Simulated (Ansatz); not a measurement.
ClHMoO₂S (SMILES [O]=[Mo]([OH])(=[S])[Cl])

```xyz
6

O    -1.6918   -0.9446    0.3520
Mo   -0.3990    0.0152   -0.0641
O     1.0896   -0.5307    0.8986
S    -0.0364   -0.1977   -2.1234
Cl   -0.8954    2.1645    0.3661
H     1.9751   -0.5706    0.5246
```

Geometry: PBE0-D4/def2-TZVP; core potentials replace the inner electrons of Mo.

Method: RKS PBE0-D4/def2-TZVPP (Ansatz 0.2.0).

Question: What will maps of the electron density and electron localisation function show?

Answer: Mo–O (1.66 Å): ρ is about 2.1 e/Å³ halfway; the ELF peaks at about 0.75 in the valence shell of O, 0.5 Å from its nucleus, and drops to about 0.40 between the two atoms.
Mo–O (1.85 Å): ρ is about 1.2 e/Å³ halfway; the ELF peaks at about 0.85 in the valence shell of O, 0.5 Å from its nucleus, and drops to about 0.30 between the two atoms.

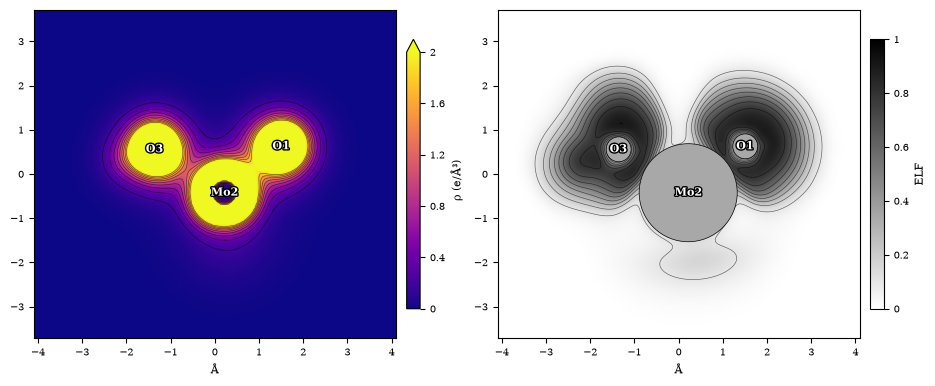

Computed electron density and electron localisation function on the plane of atoms O1, Mo2 and O3, in this order. Grey discs cover the atomic cores in the ELF map. 
